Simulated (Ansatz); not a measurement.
C2H7Ga···Cl (doublet)

```yaml
atoms:
  - { symbol: Ga, position_ang: [0.0036, 0.0143, -0.1154] }
  - { symbol: H, position_ang: [-0.0078, -0.0061, 1.4670] }
  - { symbol: C, position_ang: [1.7701, 0.0180, -1.0046] }
  - { symbol: H, position_ang: [2.0973, -1.0342, -1.1458] }
  - { symbol: H, position_ang: [1.7020, 0.4923, -2.0052] }
  - { symbol: H, position_ang: [2.5417, 0.5323, -0.4002] }
  - { symbol: C, position_ang: [-1.7591, 0.0016, -1.0115] }
  - { symbol: H, position_ang: [-2.3171, -0.9181, -0.7403] }
  - { symbol: H, position_ang: [-2.3672, 0.8641, -0.6707] }
  - { symbol: H, position_ang: [-1.6503, 0.0465, -2.1144] }
  - { symbol: Cl, position_ang: [-0.0130, -0.0110, 4.0195] }
```

Not at a stationary point (largest force 0.9 eV/Å).

All numbers below come from UKS PBE/def2-SVP (Ansatz).

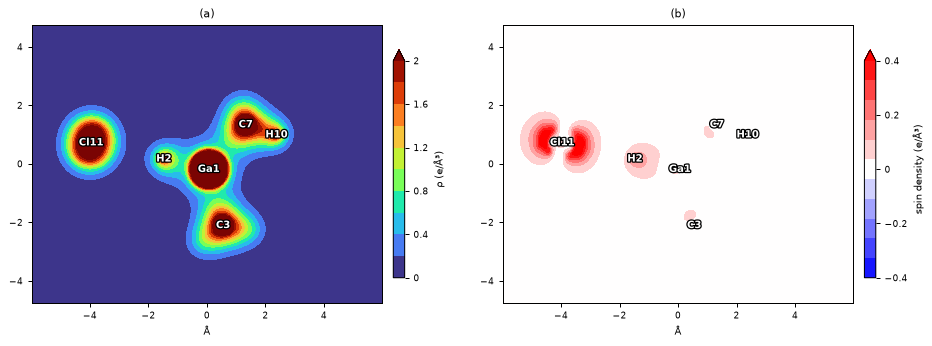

Figure 1. (a) total electron density; (b) spin density on the plane of atoms C3, Ga1 and C7.

What does the map show?

Answer.
- Atoms in the plane: Ga, H, C and Cl.
- Cl11···H2 (2.55 Å): the density falls to about 0.1 e/Å³ on the way.
- C–Ga (1.98 Å): the density is about 0.76 e/Å³ at the midpoint.
- C–H (1.11 Å): ρ at the midpoint is about 1.8 e/Å³.
- Ga–H (1.58 Å): the density is about 0.92 e/Å³ at the midpoint.
- The unpaired spin (1 electron) lies mostly on Cl11 (about 0.8), Ga1 (about 0.1) and H2 (about 0.1), in electrons by Hirshfeld's partition.

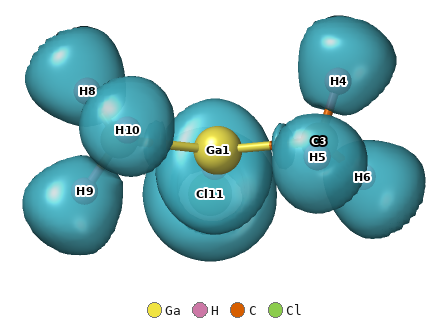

Figure 2. Isosurface of the ELF at 0.85 (cyan), seen from one side. Core shells and regions of very low density are left out.

Describe the localisation domains.

Answer. The ELF exceeds this value in seven regions around hydrogen nuclei, two lobes of the valence shell of C pointing towards Ga (polar bonds) and one region wrapped around Cl (its valence shell). Along the contacts the grid gives the following. Cl11···H2 (2.55 Å): the ELF dips to about 0.15 between them. C–Ga (1.98 Å): the ELF peaks at about 0.90 in the valence shell of C, 0.7 Å from its nucleus, and is about 0.55 at the midpoint.

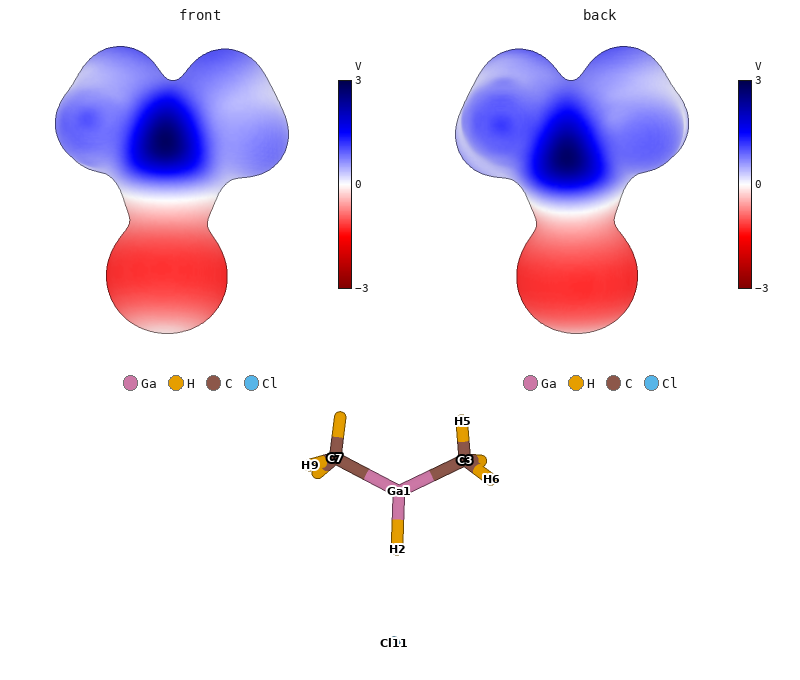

Figure 3. The molecular electrostatic potential painted on the density surface at 0.002 e/bohr³, seen from the front and from behind; red is negative and blue positive. The bare structure is drawn below in the same view.

Where is the surface potential most negative and most positive?

Answer. The most negative region (about −1.2 V) lies over Cl11, the most positive (about +2.7 V) over Ga1.
